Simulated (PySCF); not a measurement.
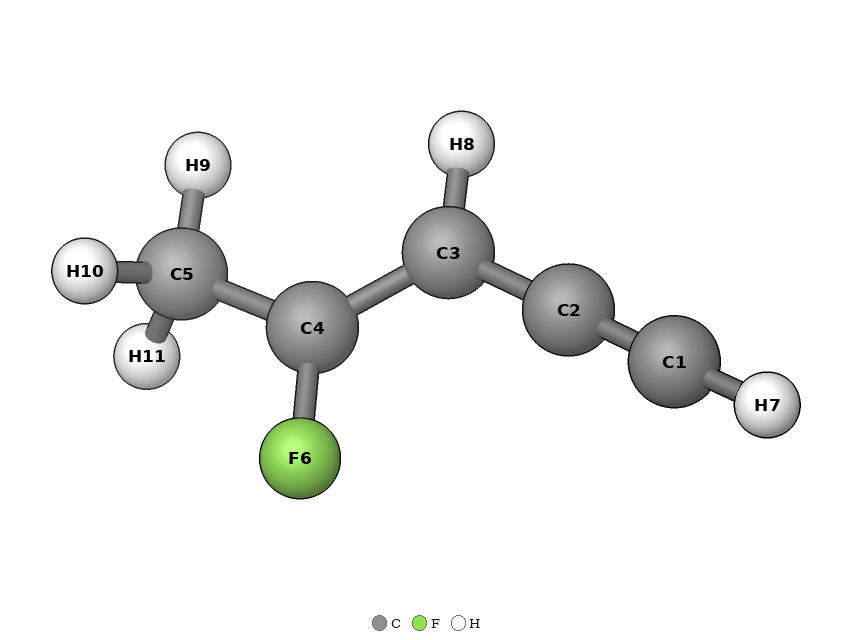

The species has charge +1 and is a spin doublet. The computed structure is the end point of a GFN2-xTB optimisation. No frequency run is at hand to confirm it as a minimum. Level of theory: UKS B3LYP, pcH-1 on C F H, non-relativistic (PySCF 2.14.0). Fermi-contact and spin-dipolar terms alone, no spin-orbit part.

### Which nucleus has the largest dipolar (anisotropic) hyperfine coupling?

19F at F6: principal values −125.6, −119.6, 245.3 MHz.

List the isotropic and dipolar parts for the most strongly coupled nuclei, one of each equivalent set.

| atom | isotope | a_iso (MHz) | dipolar part (MHz) |
| --- | --- | --- | --- |
| F6 | 19F | 55.3 | −125.6, −119.6, 245.3 |
| C1 | 13C | 34.5 | −40.7, −34.8, 75.5 |
| C3 | 13C | 13.1 | −25.3, −23.5, 48.8 |
| C4 | 13C | 11.5 | −24.9, −22.6, 47.5 |
| H7 | 1H | −39.1 | −17.7, −3.8, 21.6 |
| H8 | 1H | −24.3 | −11.3, −3.1, 14.4 |
| C2 | 13C | −34.1 | −12.9, 4.7, 8.2 |
| H10 | 1H | 65.0 | −3.2, −1.9, 5.1 |
